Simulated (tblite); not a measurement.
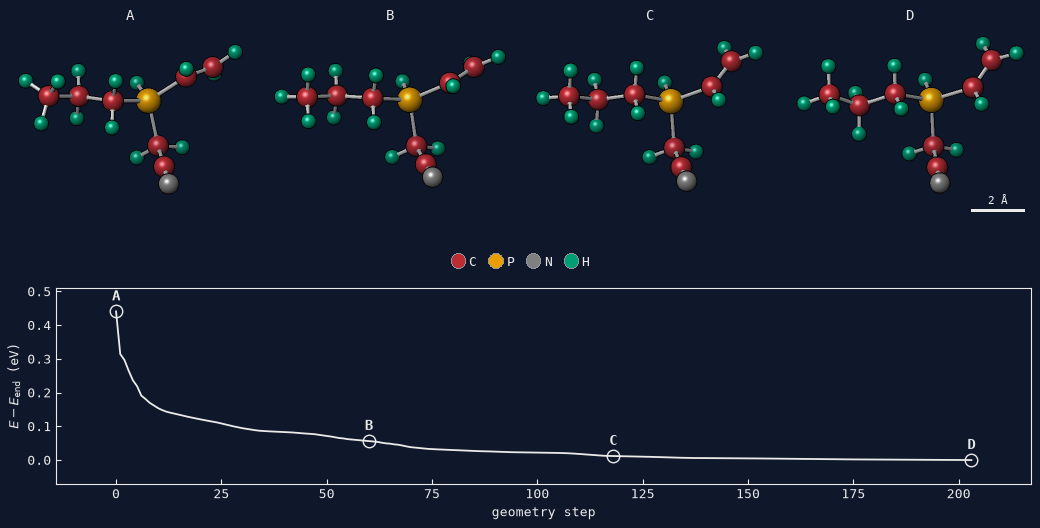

Frames of a relaxation of C7H13NP (charge +1), marked on the history of the run. A ball-and-stick model, seen at a tilt.

The calculation used GFN2-xTB geometry optimisation, gas phase (tblite). 

What happens along the run?

Answer. Over 203 geometry steps the energy falls by 0.441 eV. An H atom moves most after the best rigid fit: 1.46 Å. By element the largest moves are H 1.46 Å, C 0.49 Å, N 0.37 Å, P 0.15 Å. Among the contacts that change: C–H 1.111 → 1.078 Å, C–H 1.123 → 1.097 Å, C–P 1.804 → 1.830 Å, H–P 1.403 → 1.382 Å. Bond angles that change, for instance: P–C–H 114.0° → 107.3°, H–C–H 103.7° → 109.4°, P–C–C 106.9° → 112.4°. Groups turn about C–P by about 55°, C–P by about 40°, C–C by about 25°. From step 0 to 60: an H atom moves most (0.71 Å), energy −0.384 eV. From step 60 to 118: an H atom moves most (0.70 Å), energy −0.045 eV. From step 118 to 203: an H atom moves most (0.52 Å), energy −0.012 eV.

```json
{"step": "0", "E − E(0), eV": "0.0000"}
{"step": "1", "E − E(0), eV": "-0.1264"}
{"step": "2", "E − E(0), eV": "-0.1441"}
{"step": "3", "E − E(0), eV": "-0.1759"}
{"step": "4", "E − E(0), eV": "-0.2043"}
{"step": "5", "E − E(0), eV": "-0.2218"}
{"step": "6", "E − E(0), eV": "-0.2496"}
{"step": "7", "E − E(0), eV": "-0.2597"}
{"step": "8", "E − E(0), eV": "-0.2710"}
{"step": "9", "E − E(0), eV": "-0.2790"}
{"step": "10", "E − E(0), eV": "-0.2869"}
{"step": "20", "E − E(0), eV": "-0.3199"}
{"step": "30", "E − E(0), eV": "-0.3462"}
{"step": "40", "E − E(0), eV": "-0.3578"}
{"step": "51", "E − E(0), eV": "-0.3709"}
{"step": "61", "E − E(0), eV": "-0.3851"}
{"step": "71", "E − E(0), eV": "-0.4040"}
{"step": "81", "E − E(0), eV": "-0.4114"}
{"step": "91", "E − E(0), eV": "-0.4163"}
{"step": "101", "E − E(0), eV": "-0.4187"}
{"step": "112", "E − E(0), eV": "-0.4246"}
{"step": "122", "E − E(0), eV": "-0.4299"}
{"step": "132", "E − E(0), eV": "-0.4334"}
{"step": "142", "E − E(0), eV": "-0.4350"}
{"step": "152", "E − E(0), eV": "-0.4358"}
{"step": "162", "E − E(0), eV": "-0.4374"}
{"step": "173", "E − E(0), eV": "-0.4387"}
{"step": "183", "E − E(0), eV": "-0.4393"}
{"step": "193", "E − E(0), eV": "-0.4398"}
{"step": "203", "E − E(0), eV": "-0.4407"}
```
